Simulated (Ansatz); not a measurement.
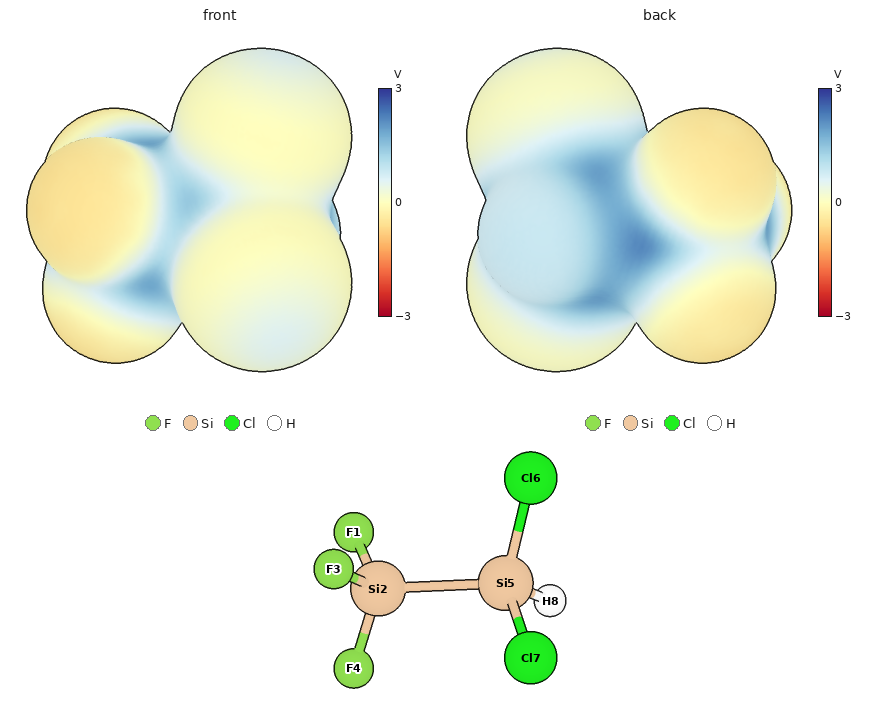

The picture shows: Cl2F3HSi2 (SMILES F[Si](F)(F)[SiH](Cl)Cl). The molecular electrostatic potential painted on the density surface at 0.002 e/bohr³, seen from the front and from behind; the colour scale runs from red (negative) to blue (positive). The bare structure is drawn below in the same view.

Geometry: PBE0-D4/def2-TZVP.

All numbers below come from RKS PBE0-D4/def2-TZVPP (Ansatz).

```xyz
8

F     0.6719   -1.0939    1.9259
Si    0.8595   -0.7267    0.4026
F     2.2345    0.0292    0.2530
F     0.9603   -2.0794   -0.4038
Si   -0.9087    0.5860   -0.3716
Cl   -0.9372    2.3045    0.7282
Cl   -0.5636    0.9985   -2.3399
H    -2.2244   -0.0752   -0.2503
```

### Describe the electrostatic potential map.

The most negative region (about −0.5 V) lies over F1, F3 and F4, the most positive (about +2.0 V) over Si2. Cl6 shows a σ-hole: about +0.6 V at the tip opposite its bond, against about +0.1 V on its flanks. Cl7 shows a σ-hole: about +0.5 V at the tip opposite its bond, against about +0.1 V on its flanks.
